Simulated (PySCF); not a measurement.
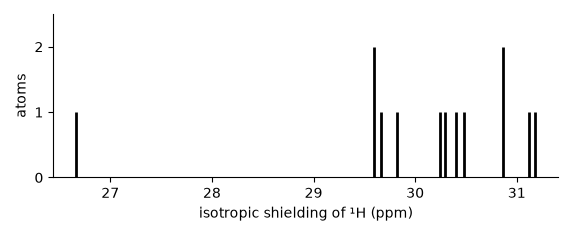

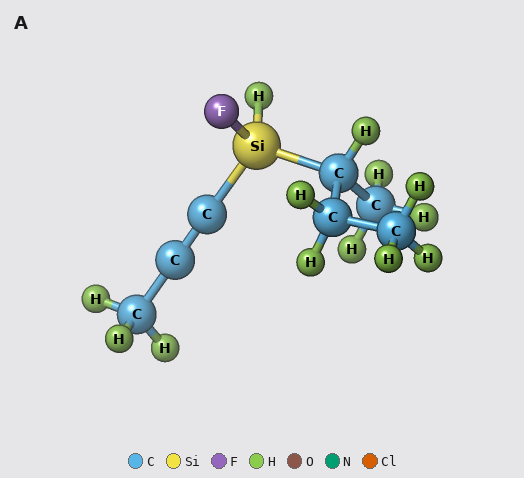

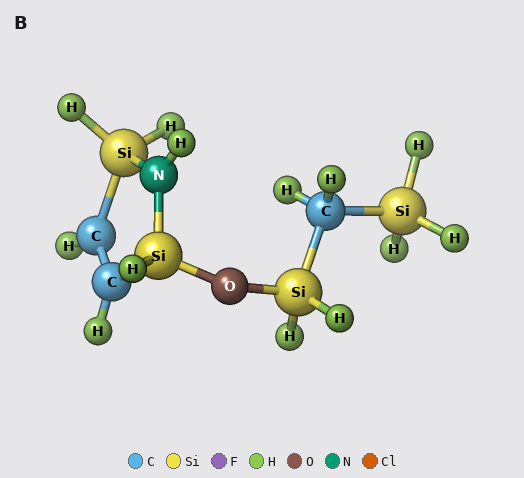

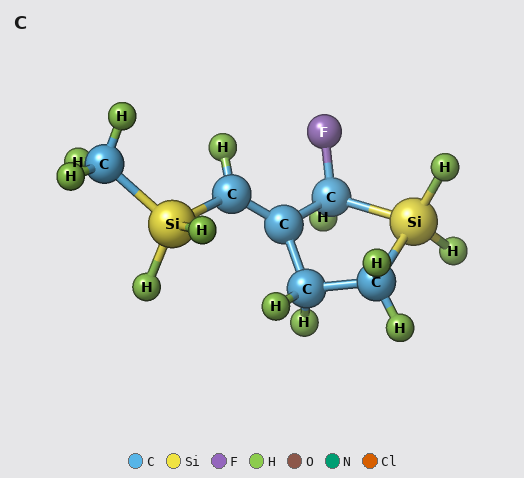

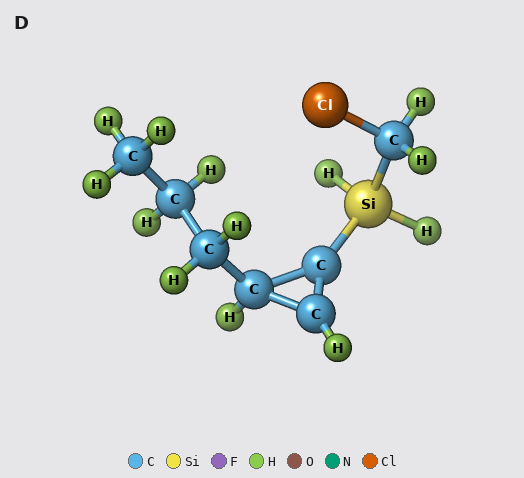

The sticks are computed shieldings of one of the molecules, for one fixed geometry (GFN2-xTB) without averaging over rotations. Low shielding means a high chemical shift. Method: GIAO PBE0/pcSseg-1 NMR shielding, non-relativistic, gas phase (PySCF 2.14.0).

### Match the spectrum to a structure.

A, `CC#C[Si@@H](F)[C@H](C)CC`. Its 13 H atoms give lines at 26.66, 29.60 (2 atoms), 29.66, 29.82, 30.24, 30.30, 30.41, 30.48, 30.86 (2 atoms), 31.12, 31.18 ppm.

The geometry is semi-empirical. Around Si such bond lengths and angles can be off by a tenth of an ångström or more and by several degrees, and values that hang on the shape move with them.
